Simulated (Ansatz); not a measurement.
## Electronic structure of C$_{6}$H$_{14}$N$_{2}$Si in real space

```yaml
atoms:
  - { symbol: Si, position_ang: [-0.0879, 0.3377, 0.0802] }
  - { symbol: C, position_ang: [-0.1699, 0.7069, 1.9277] }
  - { symbol: C, position_ang: [-0.7332, -0.1560, 2.7979] }
  - { symbol: H, position_ang: [0.2676, 1.6409, 2.3325] }
  - { symbol: H, position_ang: [-1.1777, -1.1050, 2.4461] }
  - { symbol: H, position_ang: [-0.7813, 0.0342, 3.8851] }
  - { symbol: C, position_ang: [1.7214, 0.1738, -0.4273] }
  - { symbol: C, position_ang: [2.7506, 0.0979, 0.4416] }
  - { symbol: H, position_ang: [1.9600, 0.1667, -1.5094] }
  - { symbol: H, position_ang: [2.5842, 0.0939, 1.5339] }
  - { symbol: H, position_ang: [3.8040, 0.0328, 0.1142] }
  - { symbol: N, position_ang: [-0.9554, 1.6307, -0.7058] }
  - { symbol: C, position_ang: [-1.1326, 1.7557, -2.1405] }
  - { symbol: H, position_ang: [-1.0648, 2.5055, -0.1885] }
  - { symbol: H, position_ang: [-0.3560, 2.3772, -2.6496] }
  - { symbol: H, position_ang: [-1.0974, 0.7455, -2.5986] }
  - { symbol: H, position_ang: [-2.1240, 2.1909, -2.3996] }
  - { symbol: N, position_ang: [-0.8751, -1.1383, -0.4088] }
  - { symbol: C, position_ang: [-0.2951, -2.4645, -0.4983] }
  - { symbol: H, position_ang: [-1.8973, -1.1171, -0.4478] }
  - { symbol: H, position_ang: [-0.5780, -2.9861, -1.4412] }
  - { symbol: H, position_ang: [0.8112, -2.3860, -0.4915] }
  - { symbol: H, position_ang: [-0.5733, -3.1375, 0.3479] }
```

Geometry: PBE-D4/def2-SVP.

The calculation used RKS PBE0-D4/def2-TZVP in Ansatz.

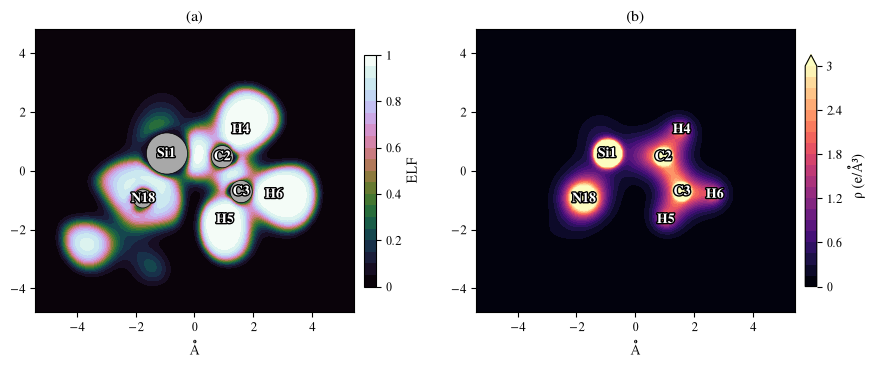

Figure 1. (a) ELF; (b) electron density on the plane of atoms Si1, C2 and C3. Grey discs cover the atomic cores in the ELF map.

Describe what can be read from this map.

- The section cuts through Si, C, H and N sites.
- C–C (1.35 Å): ρ at the midpoint is about 2.3 e/Å³; the ELF peaks at about 0.90 between the atoms, as expected for a covalent bond.
- Si–N (1.74 Å): the density is about 1.1 e/Å³ at the midpoint; the ELF peaks at about 0.90 between the atoms (a polar covalent bond).
- C–Si (1.89 Å): ρ is about 0.96 e/Å³ halfway; the ELF peaks at about 1 between the atoms, as expected for a shared electron pair.
- C–H (1.10 Å): ρ is about 2 e/Å³ halfway; the ELF climbs to about 1 towards the hydrogen, as it does in any bond to H (an ordinary covalent bond to hydrogen).

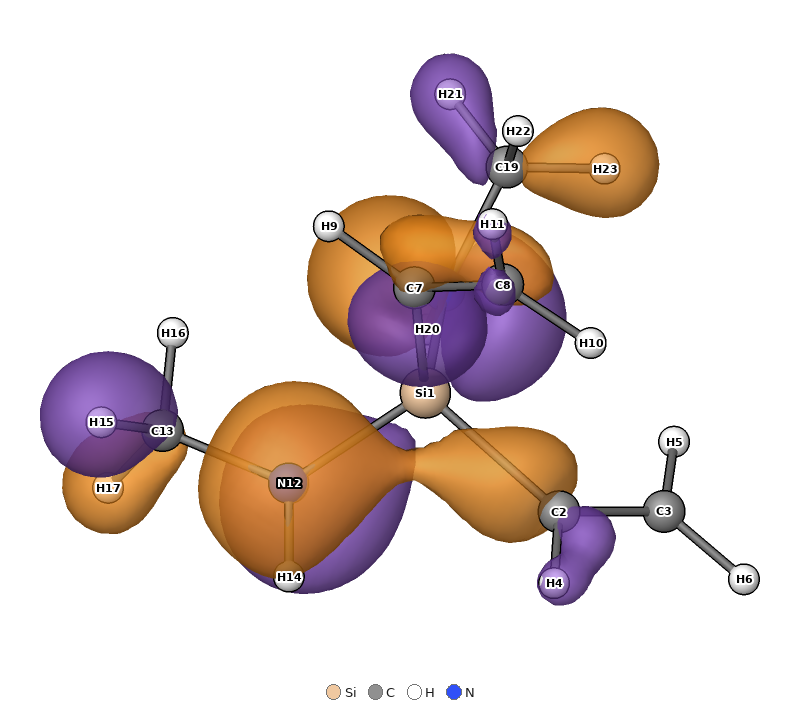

Figure 2. The HOMO at ±0.1 Å⁻³ᐟ² (orange and purple are the two phases), seen at a tilt.

What is the character of this orbital?

It lies mainly on N12 (about 30 %), N18 (about 20 %) and Si1 (about 10 %). Its energy is −6.44 eV.
